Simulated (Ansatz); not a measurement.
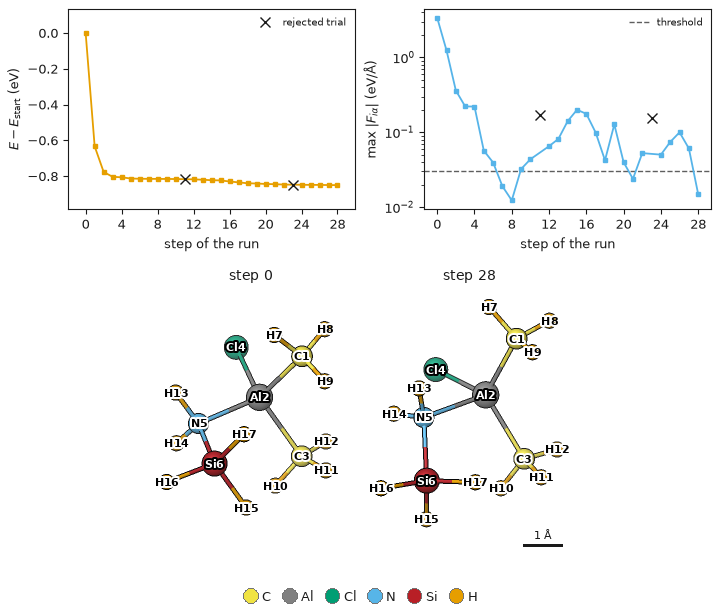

First and last geometry of a relaxation of C$_{2}$H$_{11}$AlClNSi (coarse preliminary run), with the history of the run. Style: ball-and-stick. Shown from a free direction.

The start comes from a force field.

Computed with RKS PBE-D4/def2-SVP (Ansatz). Settings: force threshold 0.03 eV/Å; at most 200 steps.

Q: Did the run converge, and what did it change?

A: It converged. The largest moves after the best rigid fit, 1.37 Å, are those of H15 and H17. By element the largest moves are H 1.37 Å, Cl 0.76 Å, Si 0.54 Å, C 0.51 Å, N 0.43 Å, Al 0.22 Å. Near-neighbour distances that change, for instance: Al2–N5 1.917 → 2.096 Å, Al2–Cl4 2.270 → 2.190 Å, C1–H8 1.054 → 1.111 Å, N5–H13 1.081 → 1.031 Å. Bond angles that change, for instance: Cl4–Al2–N5 108.8° → 93.6°, C1–Al2–C3 108.4° → 121.4°, Al2–N5–H14 111.5° → 100.1°. Groups turn about Al2–N5 by about 45°, Al2–C3 by about 25°. The energy falls by 0.850 eV in 26 accepted moves (28 points after the start). The largest force component goes from 3.4 to 0.015 eV/Å. The line search rejected the trial steps at points 11, 23 of the run. The forces were under the threshold at step 7, but the run went on from there. The run took 69 s on 4 threads of Arm Neoverse V2, on a shared host.

```csv
step,"E − E(0), eV","largest force component, eV/Å",note
0,0.0000,3.3758,
1,-0.6326,1.2415,
2,-0.7759,0.3615,
3,-0.8030,0.2218,
4,-0.8057,0.2206,
5,-0.8125,0.0569,
6,-0.8138,0.0394,
7,-0.8144,0.0190,
8,-0.8147,0.0123,
9,-0.8150,0.0323,
10,-0.8154,0.0437,
11,-0.8143,0.1729,rejected
12,-0.8170,0.0653,
13,-0.8193,0.0816,
14,-0.8220,0.1410,
15,-0.8231,0.1999,
16,-0.8291,0.1765,
17,-0.8340,0.0992,
18,-0.8391,0.0423,
19,-0.8404,0.1274,
20,-0.8429,0.0398,
21,-0.8442,0.0239,
22,-0.8463,0.0527,
23,-0.8461,0.1544,rejected
24,-0.8476,0.0503,
25,-0.8481,0.0743,
26,-0.8483,0.0999,
27,-0.8491,0.0608,
28,-0.8495,0.0149,
```
